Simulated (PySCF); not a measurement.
Consider C₄H₁₀OSi₂.

```xyz
17

C    -2.5952    2.1657    0.2856
C    -2.2197    1.0287    0.3916
Si   -1.5982   -0.7125    0.5813
O    -2.3960   -1.7363   -0.4055
C     0.2137   -0.8146    0.0294
C     1.0829    0.2753    0.6566
Si    2.8949    0.1801    0.0927
H    -2.9264    3.1603    0.1885
H    -1.7932   -1.0861    1.9884
H    -3.3445   -1.8211   -0.3828
H     0.6195   -1.7935    0.2909
H     0.2723   -0.7413   -1.0580
H     0.6652    1.2520    0.4022
H     1.0271    0.1982    1.7447
H     3.4849   -1.0855    0.5391
H     2.9546    0.2462   -1.3698
H     3.6512    1.2966    0.6646
```

Geometry: GFN2-xTB.

The calculation used PBE0/pcSseg-1, SCF density, gas phase, non-relativistic in PySCF.

Predict the electron density and electron localisation function between the atoms.

Answer. C–C (1.20 Å): ρ at the midpoint is about 2.8 e/Å³; the ELF peaks at about 0.85 between the atoms: a short, multiple covalent bond.
C–Si (1.86 Å): ρ at the midpoint is about 0.92 e/Å³; the ELF peaks at about 0.95 between the atoms, as expected for localised, covalent bonding.
C–Si (1.90 Å): ρ is about 0.95 e/Å³ halfway; the ELF peaks at about 0.95 between the atoms; a shared electron pair.
C–H (1.05 Å): ρ at the midpoint is about 2.2 e/Å³; the ELF climbs to about 1 towards the hydrogen, as it does in any bond to H (a covalent bond by its length).

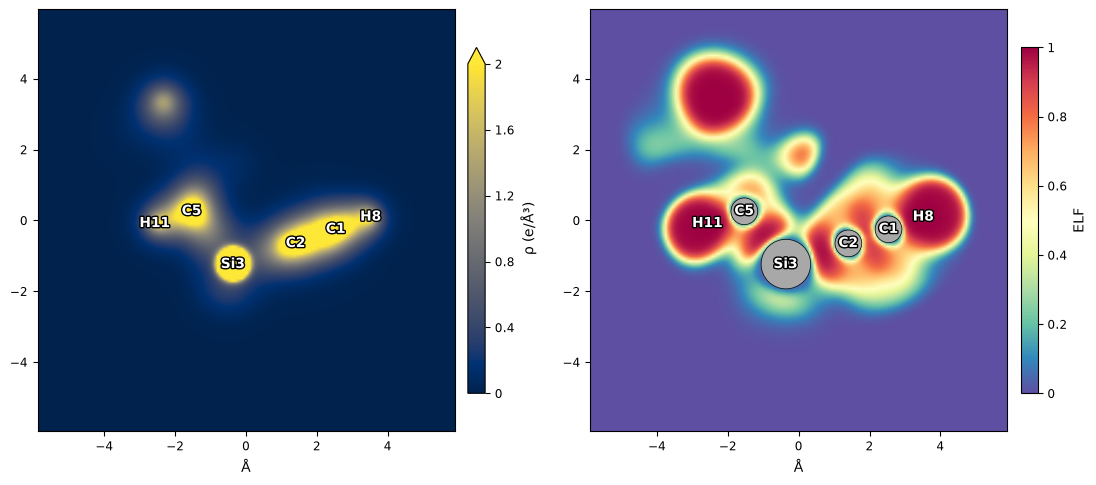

Computed electron density and electron localisation function on the plane of atoms C2, Si3 and C5, in this order. Grey discs cover the atomic cores in the ELF map. 
